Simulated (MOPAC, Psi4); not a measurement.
Intermolecular potential of O2S ··· H2Se (SMILES O=S=O and [SeH2]), singlet. Monomers: optimised at B3LYP-D3(BJ) (def2-TZVP), held rigid. Orientation: lowest of the rigid-body minima from ten starts at GFN2-xTB. Only R, the distance of the centres of mass, is varied, so the lowest point isn't the relaxed dimer.

Geometry at R = 3.93 Å (first 3 atoms: monomer A):
```
6

O      1.2385     0.2446     0.0000
S      0.0003    -0.4877     0.0000
O     -1.2388     0.2431     0.0000
Se    -3.9023     0.1251     0.2111
H     -5.3155     0.5271     0.2685
H     -3.4727     1.5281     0.1161
```

Levels: PBE-D3(BJ)/def2-TZVP, counterpoise-corrected (Psi4); AM1, restricted, heats of formation (MOPAC); BLYP/def2-TZVP, counterpoise-corrected (Psi4); SAPT0/jun-cc-pVDZ, frozen core (Psi4); BLYP-D3(BJ)/def2-TZVP, counterpoise-corrected (Psi4).

Interaction energies in kcal/mol (negative: bound); R is the distance of the centres of mass, d the O3···H6 distance.

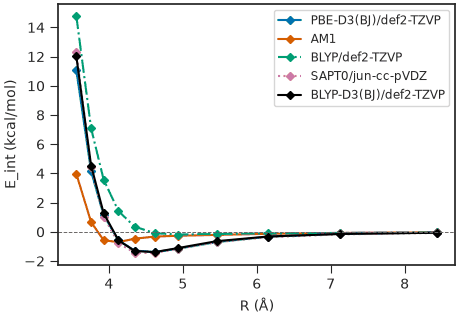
Figure. Interaction energy against separation.

```json
[
 {"R / Å": "3.56", "d / Å": "2.25", "PBE-D3(BJ)/def2-TZVP": "11.08", "AM1": "3.98", "BLYP/def2-TZVP": "14.80", "SAPT0/jun-cc-pVDZ": "12.33", "BLYP-D3(BJ)/def2-TZVP": "12.04"},
 {"R / Å": "3.76", "d / Å": "2.43", "PBE-D3(BJ)/def2-TZVP": "4.15", "AM1": "0.67", "BLYP/def2-TZVP": "7.09", "SAPT0/jun-cc-pVDZ": "4.42", "BLYP-D3(BJ)/def2-TZVP": "4.54"},
 {"R / Å": "3.93", "d / Å": "2.58", "PBE-D3(BJ)/def2-TZVP": "1.13", "AM1": "-0.58", "BLYP/def2-TZVP": "3.57", "SAPT0/jun-cc-pVDZ": "1.05", "BLYP-D3(BJ)/def2-TZVP": "1.27"},
 {"R / Å": "4.13", "d / Å": "2.76", "PBE-D3(BJ)/def2-TZVP": "-0.58", "AM1": "-0.70", "BLYP/def2-TZVP": "1.41", "SAPT0/jun-cc-pVDZ": "-0.78", "BLYP-D3(BJ)/def2-TZVP": "-0.58"},
 {"R / Å": "4.35", "d / Å": "2.96", "PBE-D3(BJ)/def2-TZVP": "-1.28", "AM1": "-0.47", "BLYP/def2-TZVP": "0.35", "SAPT0/jun-cc-pVDZ": "-1.43", "BLYP-D3(BJ)/def2-TZVP": "-1.31"},
 {"R / Å": "4.62", "d / Å": "3.21", "PBE-D3(BJ)/def2-TZVP": "-1.39", "AM1": "-0.32", "BLYP/def2-TZVP": "-0.09", "SAPT0/jun-cc-pVDZ": "-1.45", "BLYP-D3(BJ)/def2-TZVP": "-1.39"},
 {"R / Å": "4.94", "d / Å": "3.52", "PBE-D3(BJ)/def2-TZVP": "-1.15", "AM1": "-0.27", "BLYP/def2-TZVP": "-0.19", "SAPT0/jun-cc-pVDZ": "-1.16", "BLYP-D3(BJ)/def2-TZVP": "-1.11"},
 {"R / Å": "5.46", "d / Å": "4.01", "PBE-D3(BJ)/def2-TZVP": "-0.70", "AM1": "-0.21", "BLYP/def2-TZVP": "-0.15", "SAPT0/jun-cc-pVDZ": "-0.71", "BLYP-D3(BJ)/def2-TZVP": "-0.64"},
 {"R / Å": "6.15", "d / Å": "4.68", "PBE-D3(BJ)/def2-TZVP": "-0.33", "AM1": "-0.14", "BLYP/def2-TZVP": "-0.11", "SAPT0/jun-cc-pVDZ": "-0.37", "BLYP-D3(BJ)/def2-TZVP": "-0.32"},
 {"R / Å": "7.12", "d / Å": "5.62", "PBE-D3(BJ)/def2-TZVP": "-0.13", "AM1": "-0.07", "BLYP/def2-TZVP": "-0.08", "SAPT0/jun-cc-pVDZ": "-0.18", "BLYP-D3(BJ)/def2-TZVP": "-0.15"},
 {"R / Å": "8.44", "d / Å": "6.92", "PBE-D3(BJ)/def2-TZVP": "-0.06", "AM1": "-0.04", "BLYP/def2-TZVP": "-0.04", "SAPT0/jun-cc-pVDZ": "-0.08", "BLYP-D3(BJ)/def2-TZVP": "-0.06"}
]
```

Lowest grid point: PBE-D3(BJ)/def2-TZVP -1.39 kcal/mol at R = 4.62 Å; AM1 -0.70 kcal/mol at R = 4.13 Å; BLYP/def2-TZVP -0.19 kcal/mol at R = 4.94 Å; SAPT0/jun-cc-pVDZ -1.45 kcal/mol at R = 4.62 Å; BLYP-D3(BJ)/def2-TZVP -1.39 kcal/mol at R = 4.62 Å.
